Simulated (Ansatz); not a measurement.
C2H9AlClP

The calculation's input:

```
crystal:
  periodic: [false, false, false]
  atoms:
    - {symbol: C, position_ang: [-1.761865, 1.021123, 0.207611]}
    - {symbol: Al, position_ang: [0.101371, 0.644001, -0.255635]}
    - {symbol: C, position_ang: [1.578050, 0.813501, 1.016861]}
    - {symbol: P, position_ang: [0.052501, -1.871926, -0.696556]}
    - {symbol: Cl, position_ang: [0.623757, 0.997906, -2.320531]}
    - {symbol: H, position_ang: [-2.054567, 0.558057, 1.155439]}
    - {symbol: H, position_ang: [-1.910513, 2.100453, 0.321225]}
    - {symbol: H, position_ang: [-2.460097, 0.684763, -0.563900]}
    - {symbol: H, position_ang: [2.506562, 0.376215, 0.639306]}
    - {symbol: H, position_ang: [1.349962, 0.346115, 1.980195]}
    - {symbol: H, position_ang: [1.783566, 1.870767, 1.216603]}
    - {symbol: H, position_ang: [-0.241098, -2.872291, 0.255924]}
    - {symbol: H, position_ang: [1.246594, -2.413126, -1.211557]}
    - {symbol: H, position_ang: [-0.827124, -2.284962, -1.716186]}
basis:
  gaussian: {orbitals: def2-TZVPP}
hamiltonian: {xc: pbe0, dispersion: d4}
output: {orbitals: {seedname: orbitals}}
```

Command:

```sh
ansatz run in.yaml --threads 4 --pin off --events-out ev --progress --plain --max-ram 11315MiB
```

Geometry: PBE0-D4/def2-TZVP.

All numbers below come from Ansatz, RKS PBE0-D4/def2-TZVPP.

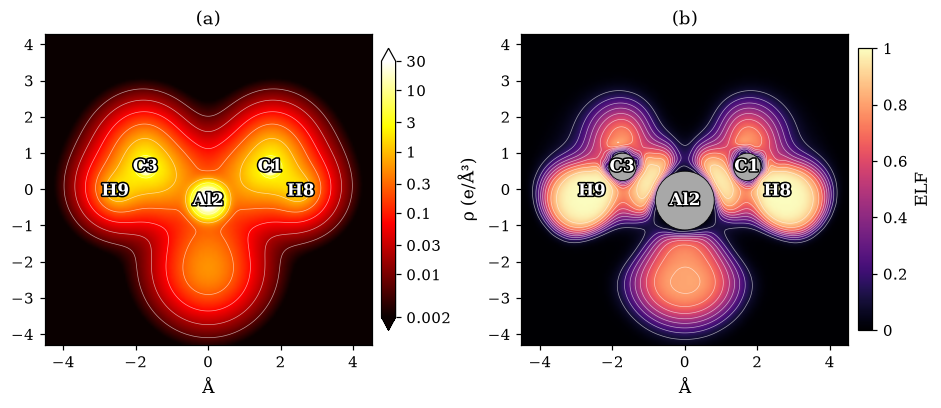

Figure 1. (a) electron density; (b) ELF on the plane of atoms C1, Al2 and C3. Grey discs cover the atomic cores in the ELF map.

Question: Interpret the plot.

Answer: The plane passes through C, Al and H nuclei. C–Al (1.96 Å): ρ at the midpoint is about 0.72 e/Å³; the ELF peaks at about 0.95 between the atoms: a shared but strongly polarised pair. C–H (1.09 Å): the density is about 1.9 e/Å³ at the midpoint; the ELF climbs to about 1 towards the hydrogen, as it does in any bond to H: an ordinary covalent bond to hydrogen.

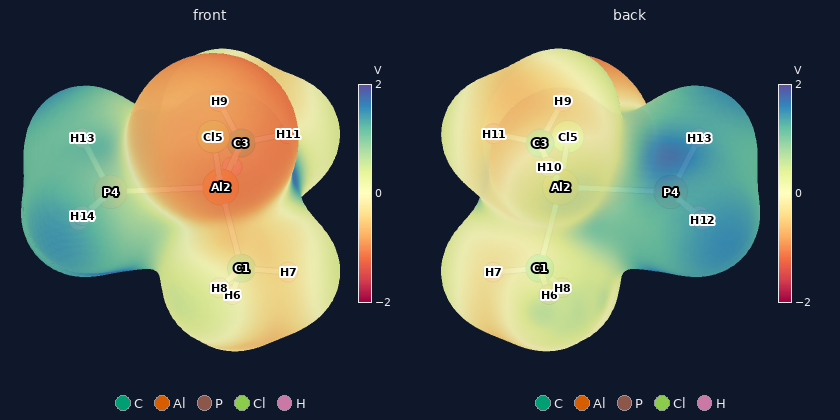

Figure 2. The molecular electrostatic potential painted on the density surface at 0.002 e/bohr³, seen from the front and from behind; red is negative and blue positive.

Question: Describe the electrostatic potential map.

Answer: The most negative region (about −1.1 V) lies over Cl5, the most positive (about +1.7 V) over Al2 and P4.

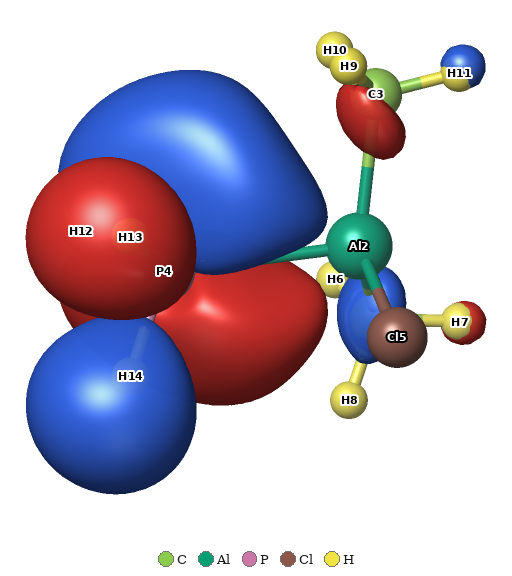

Figure 3. The LUMO at ±0.08 Å⁻³ᐟ² (red and blue are the two phases), seen at a tilt.

Question: Describe this orbital and give its energy.

Answer: It lies mainly on P4 (about 50 %), H13 (about 15 %) and H14 (about 15 %). Its energy is −0.32 eV.
